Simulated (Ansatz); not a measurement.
BH3NSi (charge −1)

```xyz
6

B     0.4885    0.0572   -0.9446
Si   -2.0403    0.1227    0.7388
N    -0.4957    0.0210   -0.1810
H    -2.1842   -1.3782    1.0681
H     1.4118    0.0990   -1.6746
H    -1.4378    0.4655    2.1177
```

Geometry: PBE0-D4/def2-TZVPD; the highest occupied orbital lies above zero, a sign that basis and functional describe the outermost electron poorly.

Computed with Ansatz, RKS PBE0-D4/def2-TZVPPD.

Question: What will maps of the electron density and electron localisation function show?

Answer: B–N (1.25 Å): the density is about 2.5 e/Å³ at the midpoint; the ELF peaks at about 0.85 between the atoms; a short, strongly polar bond.
Si–N (1.80 Å): ρ at the midpoint is about 0.91 e/Å³; the ELF peaks at about 0.90 between the atoms: a shared but strongly polarised pair.
Si–H (1.54 Å): the density is about 0.69 e/Å³ at the midpoint; the ELF climbs to about 1 towards the hydrogen, as it does in any bond to H.

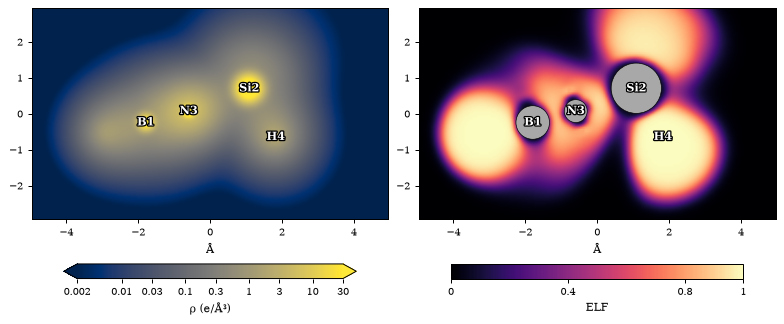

Computed electron density and electron localisation function on the plane of atoms N3, Si2 and H4, in this order. Grey discs cover the atomic cores in the ELF map. 
